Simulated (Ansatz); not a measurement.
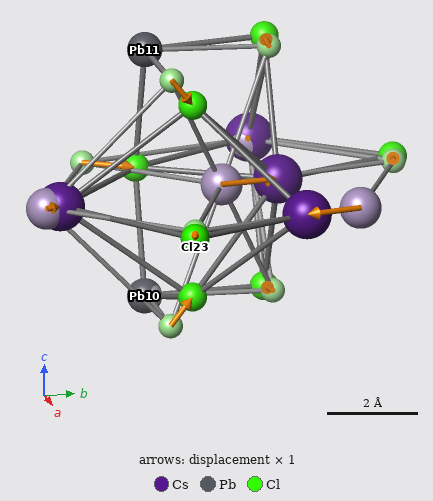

This is a relaxation of a defect cell of composition Cs$_{9}$Pb$_{8}$Cl$_{24}$ (cell charge +1). The starting structure is drawn faded, the final one solid; orange arrows show the displacements, at their true length.

The picture is a ball-and-stick view of the atoms within 5.0 Å of the atom that moves most (axes of the cell of the calculation (origin shifted)), seen slightly off an axis.

All numbers below come from DFT, PBEsol, PAW, plane waves in Ansatz 0.2.0. (plane-wave cutoff 420 eV; k-point mesh 1 × 1 × 1; mesh shifted by (0.25, 0.25, 0.25); no spin polarisation; atoms relaxed in a fixed cell; force threshold 0.03 eV/Å; at most 80 steps)

What did the optimiser do to the structure, and how much energy did it gain?

After 30 geometry steps the energy has fallen by 9.297 eV per cell of the calculation. The largest force component goes from 10 to 0.012 eV/Å. The atom that moves furthest is a Cs atom (1.40 Å along [−1 3 0]). Largest moves by element: Cs 1.40 Å, Cl 1.25 Å, Pb 0.11 Å. The cell stays as it was. Among the contacts that change: Cl–Cs 5.122 → 3.596 Å, Cl–Cs 5.086 → 3.594 Å, Cl–Cs 4.419 → 5.863 Å, Cl–Cs 4.380 → 5.813 Å. New bonds form: Cl–Cs (5.09 → 3.59 Å), Cl–Cs (5.12 → 3.60 Å). Among the angles between lasting bonds that change: Cl–Cs–Cl 179.8° → 140.8°, Cl–Cs–Cl 178.6° → 140.6°, Cl–Cs–Cl 109.9° → 75.5°.

Limits of the set-up: the cell is charged, on a uniform background, and energies carry no finite-size correction.
